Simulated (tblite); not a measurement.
Saddle-point search, with input and output: C₃H₁₁GeN

System: C₃H₁₁GeN (GeH2Me(NMe2)).
Method: GFN2-xTB saddle search (eigenvector following) and harmonic vibrations, gas phase (tblite 0.8.0).

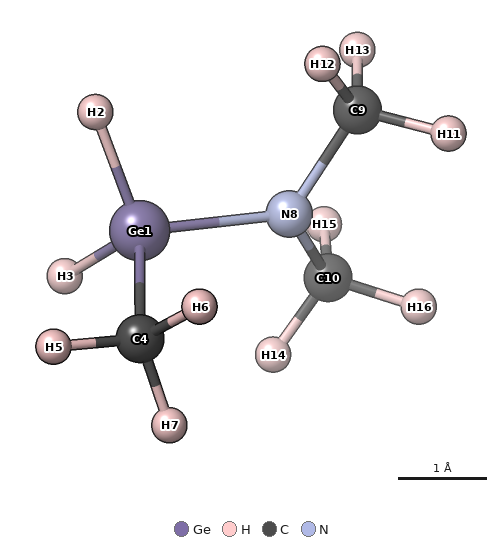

**Figure 1.** The starting structure (ball-and-stick view, seen at a tilt; atoms are numbered from 1 in the order of the input). Sticks mark near contacts. Bond lengths as drawn: C–Ge 1.97 Å, C–H 1.09 to 1.10 Å, C–N 1.44 Å, Ge–H 1.51 Å and Ge–N 1.83 Å.

### Results in brief

```json
{"quantity": "outcome", "value": "converged"}
{"quantity": "total energy", "value": "−458.8530 eV"}
{"quantity": "point group", "value": "C1"}
{"quantity": "hardware", "value": "1 CPU thread, shared host"}
{"quantity": "wall time", "value": "6 s"}
{"quantity": "peak memory", "value": "0.19 GiB"}
```

### The input
```
{"job": {"xc": "GFN2-xTB", "basis": "xTB", "kind": "saddle"}, "charge": 0, "multiplicity": 1}
Ge     0.591803     1.050567    -0.397571
H      2.077878     0.902093    -0.608218
H     -0.025399     1.676666    -1.626860
C      0.239067     2.121966     1.220870
H      0.707432     3.100116     1.158762
H      0.633320     1.609759     2.095105
H     -0.829324     2.261150     1.365640
N     -0.132612    -0.616473    -0.185021
C      0.678914    -1.778372     0.088620
C     -1.400197    -0.950866    -0.789204
H      0.176355    -2.425074     0.815995
H      1.633448    -1.465015     0.508480
H      0.872855    -2.374932    -0.812886
H     -1.961827    -0.037026    -0.977690
H     -1.275639    -1.488381    -1.739489
H     -1.986076    -1.586179    -0.116534
```

The first line tells a small driver script what to run in tblite; the rest is the geometry in Å.

Launched with:
```bash
OMP_NUM_THREADS=1 python <driver script> task.json out
```

### Log
```
step      E/eV     max force
  0    -458.82933   0.0360
  1    -458.83369   0.0971
  2    -458.83169   0.0248
  3    -458.83266   0.0294
  4    -458.83433   0.0272
  5    -458.83717   0.0709
  6    -458.83525   0.0198
  7    -458.83683   0.0159
  8    -458.83922   0.0510
  9    -458.83780   0.0146
 10    -458.83917   0.0098
 11    -458.84109   0.0208
 12    -458.84304   0.0170
 13    -458.84564   0.0191
 14    -458.84757   0.1145
 15    -458.84623   0.0255
 16    -458.84692   0.0091
 17    -458.84821   0.0081
 18    -458.84980   0.0214
 19    -458.85112   0.0253
 20    -458.85211   0.0239
 21    -458.85289   0.0224
 22    -458.85302   0.0125
 23    -458.85304   0.0105
 24    -458.85304   0.0036
lowest wavenumbers (cm-1): -126.7 61.5 114.8 138.6 201.1 237.3
```

### Trajectory as extended XYZ (Å, eV, eV/Å), 7 of the 12 frames kept, from step=0 to step=24
```
16
Properties=species:S:1:pos:R:3:forces:R:3 step=0 energy=-458.82933
Ge    0.5918    1.0506   -0.3976    0.0080  -0.0110   0.0040
H     2.0779    0.9021   -0.6082    0.0100  -0.0200  -0.0210
H    -0.0254    1.6767   -1.6269    0.0180   0.0210   0.0230
C     0.2391    2.1220    1.2209   -0.0200  -0.0060   0.0010
H     0.7074    3.1001    1.1588   -0.0100   0.0030  -0.0100
H     0.6333    1.6098    2.0951   -0.0040   0.0010   0.0040
H    -0.8293    2.2611    1.3656    0.0030   0.0000   0.0030
N    -0.1326   -0.6165   -0.1850    0.0180   0.0070  -0.0030
C     0.6789   -1.7784    0.0886    0.0000  -0.0080   0.0150
C    -1.4002   -0.9509   -0.7892    0.0040  -0.0110  -0.0180
H     0.1764   -2.4251    0.8160    0.0050  -0.0010   0.0060
H     1.6334   -1.4650    0.5085   -0.0020   0.0120  -0.0010
H     0.8729   -2.3749   -0.8129   -0.0070   0.0110  -0.0110
H    -1.9618   -0.0370   -0.9777   -0.0080  -0.0060  -0.0050
H    -1.2756   -1.4884   -1.7395   -0.0200  -0.0030   0.0110
H    -1.9861   -1.5862   -0.1165    0.0050   0.0100   0.0030
16
Properties=species:S:1:pos:R:3:forces:R:3 step=4 energy=-458.83433
Ge    0.6349    1.0359   -0.3798    0.0020   0.0090   0.0020
H     2.1251    0.8485   -0.5156   -0.0090   0.0020   0.0070
H     0.1013    1.6787   -1.6419    0.0110  -0.0040   0.0110
C     0.1897    2.1332    1.1996   -0.0060  -0.0110  -0.0040
H     0.6050    3.1332    1.1142   -0.0010   0.0040  -0.0020
H     0.5890    1.6724    2.1000   -0.0080   0.0020  -0.0060
H    -0.8881    2.2194    1.3152    0.0060  -0.0040  -0.0050
N    -0.1043   -0.6245   -0.1868    0.0160  -0.0220  -0.0010
C     0.6956   -1.8056    0.0390   -0.0090   0.0080  -0.0160
C    -1.4052   -0.9251   -0.7360    0.0020   0.0030  -0.0030
H     0.2065   -2.4582    0.7705    0.0030   0.0060  -0.0060
H     1.6674   -1.5136    0.4345   -0.0080  -0.0010  -0.0140
H     0.8501   -2.3858   -0.8813   -0.0070   0.0090   0.0180
H    -1.9531    0.0023   -0.9007    0.0120  -0.0120   0.0040
H    -1.3362   -1.4638   -1.6914   -0.0050   0.0070   0.0160
H    -1.9777   -1.5469   -0.0395    0.0000   0.0040   0.0010
16
Properties=species:S:1:pos:R:3:forces:R:3 step=8 energy=-458.83922
Ge    0.6608    1.0349   -0.3703    0.0040   0.0030   0.0070
H     2.1526    0.8404   -0.4465   -0.0050   0.0000   0.0040
H     0.1729    1.6853   -1.6470    0.0070  -0.0010   0.0040
C     0.1515    2.1312    1.1921   -0.0060  -0.0040  -0.0010
H     0.5532    3.1375    1.1127   -0.0040   0.0000  -0.0010
H     0.5325    1.6821    2.1062   -0.0080   0.0010  -0.0050
H    -0.9304    2.2016    1.2767    0.0060  -0.0020  -0.0050
N    -0.0660   -0.6294   -0.2355   -0.0380  -0.0220  -0.0260
C     0.7086   -1.8225    0.0023    0.0130  -0.0140   0.0010
C    -1.4013   -0.9071   -0.7091    0.0170  -0.0120   0.0050
H     0.2378   -2.4360    0.7801    0.0200   0.0150  -0.0200
H     1.7065   -1.5435    0.3393   -0.0250  -0.0150  -0.0170
H     0.8024   -2.4389   -0.9027   -0.0060   0.0170   0.0290
H    -1.9265    0.0312   -0.8843    0.0040  -0.0050  -0.0010
H    -1.3903   -1.4806   -1.6470   -0.0030   0.0190   0.0390
H    -1.9643   -1.4863    0.0329    0.0250   0.0210  -0.0140
16
Properties=species:S:1:pos:R:3:forces:R:3 step=13 energy=-458.84564
Ge    0.6976    1.0245   -0.3530    0.0040   0.0050   0.0030
H     2.1880    0.8131   -0.3450   -0.0060   0.0010   0.0050
H     0.2906    1.6740   -1.6610    0.0090  -0.0030   0.0070
C     0.0980    2.1379    1.1649   -0.0080  -0.0060   0.0010
H     0.4918    3.1476    1.0896   -0.0040  -0.0010  -0.0010
H     0.4380    1.7072    2.1038   -0.0100   0.0040  -0.0100
H    -0.9875    2.1974    1.1948    0.0110  -0.0020  -0.0060
N    -0.0345   -0.6368   -0.2439   -0.0140  -0.0060  -0.0070
C     0.7242   -1.8475   -0.0503    0.0060  -0.0020  -0.0060
C    -1.3973   -0.8805   -0.6502    0.0110  -0.0040   0.0020
H     0.2804   -2.4556    0.7466    0.0060   0.0010  -0.0070
H     1.7436   -1.5933    0.2366   -0.0140  -0.0050  -0.0120
H     0.7579   -2.4591   -0.9618   -0.0030   0.0060   0.0110
H    -1.9085    0.0700   -0.7994    0.0060  -0.0010   0.0030
H    -1.4449   -1.4504   -1.5881   -0.0030   0.0080   0.0170
H    -1.9374   -1.4484    0.1163    0.0080   0.0060   0.0000
16
Properties=species:S:1:pos:R:3:forces:R:3 step=15 energy=-458.84623
Ge    0.6994    1.0267   -0.3523    0.0000  -0.0020   0.0040
H     2.1890    0.8156   -0.3431    0.0030  -0.0010   0.0040
H     0.2915    1.6829   -1.6553    0.0050   0.0000  -0.0010
C     0.0960    2.1334    1.1691   -0.0020   0.0020  -0.0020
H     0.4866    3.1444    1.0963   -0.0030  -0.0010   0.0000
H     0.4358    1.7021    2.1073   -0.0050  -0.0010   0.0040
H    -0.9894    2.1897    1.1974   -0.0050   0.0000  -0.0040
N    -0.0271   -0.6365   -0.2699   -0.0140  -0.0140  -0.0160
C     0.7247   -1.8471   -0.0528    0.0040  -0.0070   0.0020
C    -1.3958   -0.8795   -0.6548    0.0020  -0.0050   0.0050
H     0.2831   -2.4377    0.7591    0.0100   0.0100  -0.0110
H     1.7471   -1.5922    0.2217   -0.0040  -0.0080  -0.0070
H     0.7492   -2.4768   -0.9520   -0.0040   0.0070   0.0110
H    -1.9011    0.0715   -0.8201    0.0000  -0.0030   0.0010
H    -1.4556   -1.4691   -1.5796   -0.0030   0.0090   0.0210
H    -1.9336   -1.4273    0.1288    0.0150   0.0150  -0.0090
16
Properties=species:S:1:pos:R:3:forces:R:3 step=19 energy=-458.85112
Ge    0.7356    1.0179   -0.3346    0.0020   0.0030   0.0030
H     2.2199    0.7910   -0.2445   -0.0030   0.0010   0.0020
H     0.4097    1.6782   -1.6610    0.0050  -0.0020   0.0050
C     0.0438    2.1352    1.1417   -0.0070  -0.0050   0.0040
H     0.4340    3.1471    1.0809   -0.0030  -0.0010   0.0000
H     0.3312    1.7145    2.1024   -0.0070   0.0030  -0.0110
H    -1.0421    2.1880    1.1076    0.0120  -0.0010  -0.0030
N     0.0031   -0.6418   -0.2902   -0.0230  -0.0070  -0.0080
C     0.7387   -1.8674   -0.1063    0.0050  -0.0040  -0.0020
C    -1.3902   -0.8550   -0.5965    0.0110  -0.0080   0.0030
H     0.3268   -2.4485    0.7277    0.0060   0.0030  -0.0070
H     1.7793   -1.6345    0.1144   -0.0110  -0.0050  -0.0060
H     0.7033   -2.4970   -1.0049   -0.0010   0.0060   0.0090
H    -1.8813    0.1057   -0.7472    0.0020  -0.0010   0.0010
H    -1.5125   -1.4521   -1.5099    0.0010   0.0090   0.0180
H    -1.8993   -1.3814    0.2205    0.0120   0.0080  -0.0080
16
Properties=species:S:1:pos:R:3:forces:R:3 step=24 energy=-458.85304
Ge    0.7668    1.0115   -0.3172    0.0000   0.0000   0.0000
H     2.2422    0.7714   -0.1542    0.0000   0.0000   0.0000
H     0.5202    1.6808   -1.6570    0.0000   0.0000   0.0000
C    -0.0043    2.1332    1.1155    0.0020  -0.0010  -0.0020
H     0.4118    3.1361    1.0904    0.0010   0.0020   0.0000
H     0.2012    1.7011    2.0914    0.0000  -0.0020   0.0030
H    -1.0827    2.2125    1.0011   -0.0030   0.0000  -0.0010
N     0.0285   -0.6446   -0.3253    0.0000   0.0000   0.0000
C     0.7513   -1.8803   -0.1593    0.0000   0.0000   0.0000
C    -1.3838   -0.8369   -0.5409    0.0000   0.0000   0.0000
H     0.3745   -2.4458    0.7016    0.0000   0.0000   0.0000
H     1.8057   -1.6635    0.0022    0.0000   0.0000   0.0000
H     0.6576   -2.5181   -1.0471    0.0000   0.0000   0.0000
H    -1.8649    0.1287   -0.6918    0.0000   0.0000   0.0000
H    -1.5691   -1.4556   -1.4277    0.0000   0.0000   0.0000
H    -1.8551   -1.3305    0.3182    0.0000   0.0000   0.0000
```
